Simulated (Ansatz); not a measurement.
# GeNH3Cl (SMILES [NH2][GeH][Cl]): UHF/3-21G

What is the electronic atomisation energy of GeNH3Cl at UHF/3-21G? 

The results are computed with Ansatz 0.2.0.

72 further runs of the same task are left out: 72 set aside as unsound or not needed.

## Step 1: The molecule

GeNH3Cl: 6 atoms, total charge 0, spin state doublet. As SMILES, `[NH2][GeH][Cl]`. Geometry: relaxed at PBE0-D4/def2-TZVP. This is one conformer, not always the lowest.

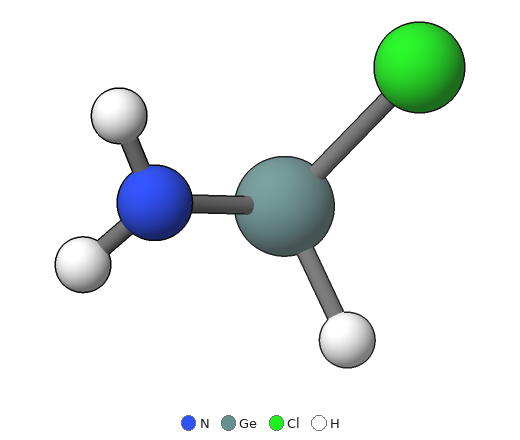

Viewed from a chosen angle; nitrogen blue, germanium teal, chlorine green, hydrogen white.

## Step 2: The energy at UHF/3-21G

molecule.yaml reads:

```yaml
crystal:
  periodic: [false, false, false]
  atoms:
    - {symbol: N, position_ang: [-0.446300, 0.317900, -0.788300]}
    - {symbol: Ge, position_ang: [0.075400, -0.151000, 0.908100]}
    - {symbol: Cl, position_ang: [1.243000, -1.956900, 0.623300]}
    - {symbol: H, position_ang: [-0.984500, 1.171200, -0.861400]}
    - {symbol: H, position_ang: [-0.888700, -0.414300, -1.327200]}
    - {symbol: H, position_ang: [1.043200, 0.969100, 1.399300]}
basis:
  gaussian:
    orbitals: 3-21G-spherical.json
magnetization:
  spin_polarized: true
  initial_magnetization: 1
hamiltonian:
  xc: hf
accuracy: high
output: {orbitals: {seedname: orbitals}}
```

The basis set 3-21G is read from a file made from the Basis Set Exchange's data (not shown).

Run with:

```sh
ansatz run molecule.yaml --threads 1 --pin off --max-ram 3480MiB --events-out events.jsonl --progress --plain --runs-dir runs
```

The program printed:

```text
Warning: RAYON_NUM_THREADS=1 ignored (pool sized by the plan → 1); use --threads N
Functional definition: HF
  name "HF"
  exchange = exact_x
  correlation = 0
981 factors; integrals over basis functions are off by at most 4.5e-9 eV
mean field evaluation 1: about -70164.1320 eV, gradient 1.8e1 eV
mean field evaluation 2: about -70164.3026 eV, gradient 1.9e1 eV
mean field evaluation 4: about -70166.0478 eV, gradient 1.7e0 eV
mean field evaluation 8: about -70166.0882 eV, gradient 2.4e-1 eV
mean field evaluation 16: about -70166.0901 eV, gradient 3.7e-6 eV
mean field -70166.09007049 eV, -2578.5562498065 hartree, gradient 2.2e-8 eV, S^2 0.759100; 0 other end points of the search recorded, 0 dependent functions left out
reference -70166.09007049 eV, -2578.5562498065 hartree; 30, 29 occupied and 20, 21 virtual orbitals, 981 factors
Total energy: -70166.09007049 eV, -2578.5562498065 hartree
```

Wall time 1.3 s (1 thread of Arm Neoverse V1, shared host); peak memory 0.14 GiB.

## Step 3: The Cl atom

run.yaml reads:

```yaml
crystal:
  periodic: [false, false, false]
  atoms:
    - {symbol: Cl, position_ang: [0.000000, 0.000000, 0.000000]}
basis:
  gaussian:
    orbitals: 3-21G.json
hamiltonian:
  xc: hf
accuracy: high
magnetization:
  spin_polarized: true
  initial_magnetization: 1
```

The basis set 3-21G is read from a file made from the Basis Set Exchange's data (not shown).

Run the same way, it converges to -457.27655 Eh (log not shown).

## Step 4: The Ge atom

run.yaml reads:

```yaml
crystal:
  periodic: [false, false, false]
  atoms:
    - symbol: Ge
      position_ang: [0.000000, 0.000000, 0.000000]
basis:
  gaussian: {orbitals: 3-21G-spherical.json}
accuracy: high
hamiltonian: {xc: hf}
magnetization: {spin_polarized: true, initial_magnetization: 2}
```

The basis set 3-21G is read from a file made from the Basis Set Exchange's data (not shown).

Run the same way, it converges to -2065.29167 Eh (log not shown).

## Step 5: The H atom at the same level

molecule.yaml reads:

```yaml
crystal:
  periodic: [false, false, false]
  atoms:
    - {symbol: H, position_ang: [0.000000, 0.000000, 0.000000]}
basis:
  gaussian:
    orbitals: 3-21G.json
magnetization:
  spin_polarized: true
  initial_magnetization: 1
hamiltonian:
  xc: hf
accuracy: high
```

The basis set 3-21G is read from a file made from the Basis Set Exchange's data (not shown).

Run with:

```sh
ansatz run molecule.yaml --threads 1 --pin off --max-ram 3480MiB --events-out events.jsonl --progress --plain --runs-dir runs
```

The program printed:

```text
Warning: RAYON_NUM_THREADS=1 ignored (pool sized by the plan → 1); use --threads N
[... 4 set-up lines as earlier in the session ...]
3 factors; integrals over basis functions are off by at most 1.3e-8 eV
mean field evaluation 1: about -13.4868 eV, gradient 1.3e0 eV
mean field evaluation 2: about -13.4868 eV, gradient 1.3e0 eV
mean field evaluation 4: about -13.5023 eV, gradient 2.1e-5 eV
mean field evaluation 8: about -13.5023 eV, gradient 1.0e-12 eV
mean field -13.50225274 eV, -0.4961986360 hartree, gradient 4.5e-8 eV, S^2 0.750000; 0 other end points of the search recorded, 0 dependent functions left out
reference -13.50225274 eV, -0.4961986360 hartree; 1, 0 occupied and 1, 2 virtual orbitals, 3 factors
Total energy: -13.50225274 eV, -0.4961986360 hartree
```

Wall time 0.03 s (1 thread of Arm Neoverse V1, shared host).

## Step 6: The N atom at the same level

run.yaml reads:

```yaml
crystal:
  periodic: [false, false, false]
  atoms:
    - {symbol: N, position_ang: [0.000000, 0.000000, 0.000000]}
basis:
  gaussian:
    orbitals: 3-21G.json
magnetization:
  spin_polarized: true
  initial_magnetization: 3
hamiltonian:
  xc: hf
accuracy: high
```

The basis set 3-21G is read from a file made from the Basis Set Exchange's data (not shown).

Run the same way, it converges to -54.10539 Eh (log not shown).

## Step 7: What came out

Level: UHF/3-21G.

| quantity | value |
| --- | --- |
| molecule: total energy | -2578.55625 Eh |
| molecule: HOMO energy (highest over α and β) | -8.95 eV |
| molecule: LUMO energy (lowest over α and β) | 0.45 eV |
| molecule: ⟨S²⟩ | 0.759 |
| Cl atom: total energy | -457.27655 Eh |
| Cl atom: ⟨S²⟩ | 0.750 |
| Ge atom: total energy | -2065.29167 Eh |
| Ge atom: ⟨S²⟩ | 2.000 |
| H atom: total energy | -0.49620 Eh |
| H atom: ⟨S²⟩ | 0.750 |
| N atom: total energy | -54.10539 Eh |
| N atom: ⟨S²⟩ | 3.752 |
| electronic atomisation energy | 10.723 eV |

What this shows: Taking the molecule apart into free atoms costs 10.72 eV (1035 kJ/mol), before zero-point energy and without spin-orbit coupling. Hartree–Fock lacks the correlation of the bonding pairs, which as a rule makes this value much too low; in minimal bases other errors can mask that. The basis has no polarisation functions, which makes bonds too weak.
